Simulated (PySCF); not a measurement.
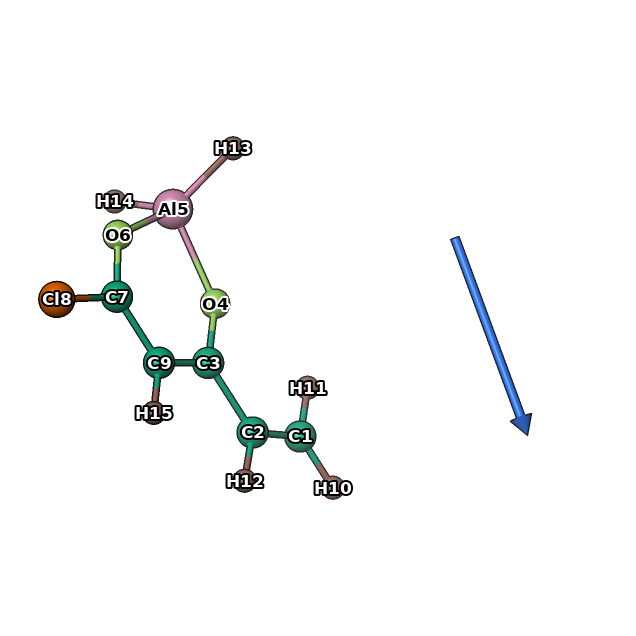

The arrow beside the molecule shows the direction of the dipole moment, from the negative to the positive end (its length means nothing). The computed structure is the end point of a GFN2-xTB optimisation. No frequency run is at hand to confirm it as a minimum. Method: ωB97X-D/def2-SVPD, gas phase (PySCF 2.14.0).

### Estimate the dipole moment.

4.61 D; it points from the side of H13, H14 to the side of H10 (the outermost atoms at the two ends).

The geometry is semi-empirical. Around Al such bond lengths and angles can be off by a tenth of an ångström or more and by several degrees, and values that hang on the shape move with them.
